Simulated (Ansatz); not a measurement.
C2H8Ge

The calculation's input:

```
crystal:
  periodic: [false, false, false]
  atoms:
    - {symbol: Ge, position_ang: [-0.629506, -0.003343, -0.447557]}
    - {symbol: C, position_ang: [-0.650488, -0.001025, 1.522246]}
    - {symbol: H, position_ang: [-1.690577, 0.003689, 1.902706]}
    - {symbol: H, position_ang: [-0.130218, 0.896521, 1.911398]}
    - {symbol: H, position_ang: [-0.137516, -0.901774, 1.913628]}
    - {symbol: C, position_ang: [1.224074, 0.004141, -1.114450]}
    - {symbol: H, position_ang: [1.241757, 0.001488, -2.221800]}
    - {symbol: H, position_ang: [1.766706, -0.891547, -0.752526]}
    - {symbol: H, position_ang: [1.758042, 0.906732, -0.756862]}
    - {symbol: H, position_ang: [-1.381964, 1.251926, -0.979961]}
    - {symbol: H, position_ang: [-1.370322, -1.266819, -0.976824]}
basis:
  gaussian: {orbitals: def2-TZVP, initial_orbitals: start.molden}
hamiltonian: {xc: pbe0, dispersion: d4}
scf: {omitted_lower_state_checks: [starts]}
output: {orbitals: {seedname: orbitals}}
```

Command:

```sh
ansatz run in.yaml --threads 4 --pin off --events-out ev --progress --plain --max-ram 3916MiB
```

Geometry: PBE-D4/def2-SVP.

All numbers below come from RKS PBE0-D4/def2-TZVP in Ansatz.

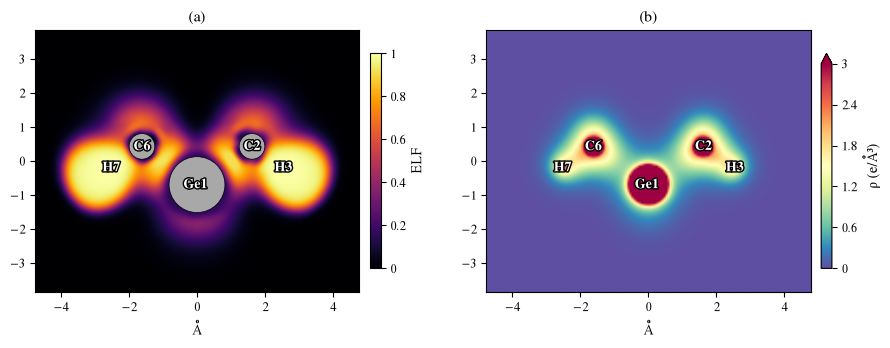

Figure 1. (a) ELF; (b) total electron density on the plane of atoms C2, Ge1 and C6. Grey discs cover the atomic cores in the ELF map.

> Describe what can be read from this map.

- The plane passes through Ge, C and H nuclei.
- C–Ge (1.97 Å): ρ is about 0.85 e/Å³ halfway; the ELF peaks at about 0.95 in the valence shell of C, 0.7 Å from its nucleus, and is about 0.70 at the midpoint.
- C–H (1.11 Å): ρ at the midpoint is about 1.9 e/Å³; the ELF climbs to about 1 towards the hydrogen, as it does in any bond to H: an ordinary covalent bond to hydrogen.

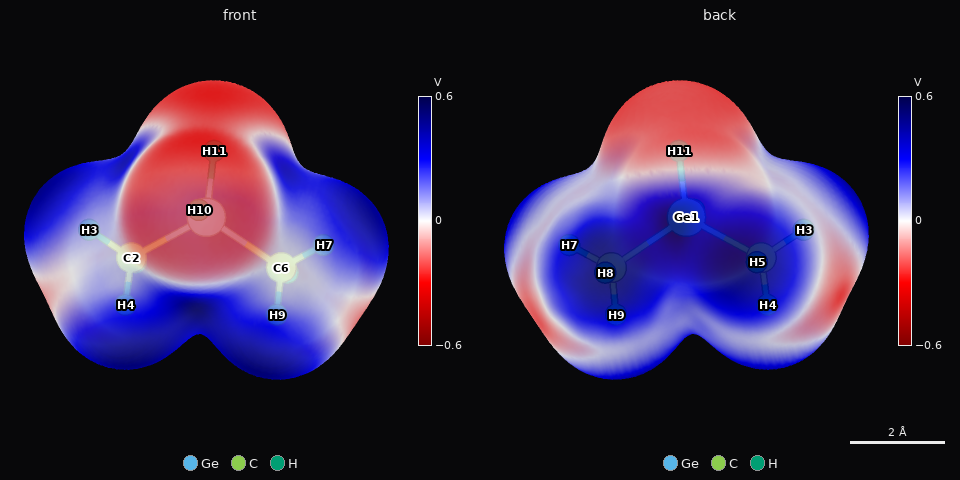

Figure 2. The electrostatic potential painted on the density surface at 0.001 e/bohr³, seen from the front and from behind; red is negative and blue positive.

> Describe the electrostatic potential map.

The most negative region (about −0.3 V) lies over C2, H10 and H11, the most positive (about +0.5 V) over the Ge and H atoms.

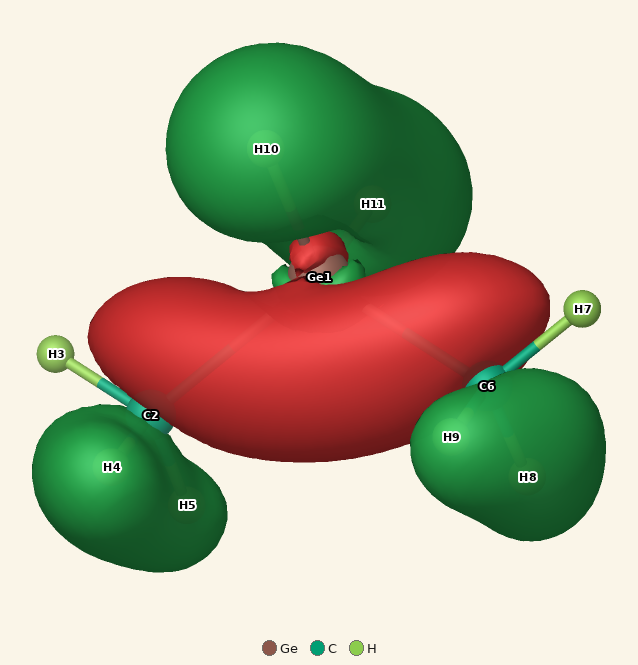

Figure 3. The HOMO−1 at ±0.1 Å⁻³ᐟ² (green and red are the two phases), seen at a tilt.

> What is the character of this orbital?

Its weight (Hirshfeld) is mainly on Ge1 (about 30 %), C2 (about 15 %), C6 (about 15 %), H10 (about 10 %) and H11 (about 10 %). Its energy is −8.68 eV.
